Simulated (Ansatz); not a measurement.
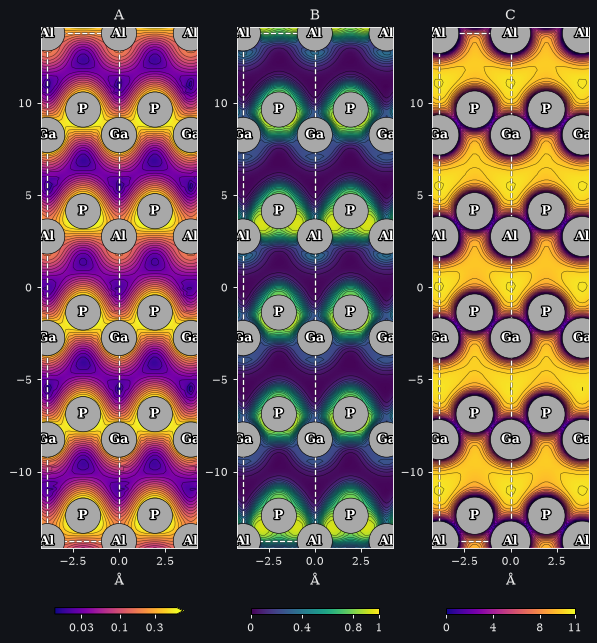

Al2Ga3P5: 3 fields on the (100) plane of the conventional cell, with unlabelled colour scales. Grey discs cover the atomic cores.

Space group I-4m2; a structure generated by program, which may or may not match a known phase; computed pressure about −2 GPa in this cell.

All numbers below come from DFT PBEsol, scalar-relativistic, plane waves, PAW (Ansatz).

Q: Match the panels to the quantities (electron localisation function, electrostatic potential energy of an electron and valence pseudo-density).

A: Panel A: valence pseudo-density. Panel B: electron localisation function. Panel C: electrostatic potential energy of an electron (low next to the atoms, rising into the space between them). From the grid: Al–P (2.38 Å): ρ at the midpoint is about 0.5 e/Å³; the ELF peaks at about 0.95 between the atoms; a shared electron pair. Ga–P (2.38 Å): ρ at the midpoint is about 0.53 e/Å³; the ELF peaks at about 0.90 in the valence shell of P, 0.9 Å from its nucleus, and is about 0.75 at the midpoint.
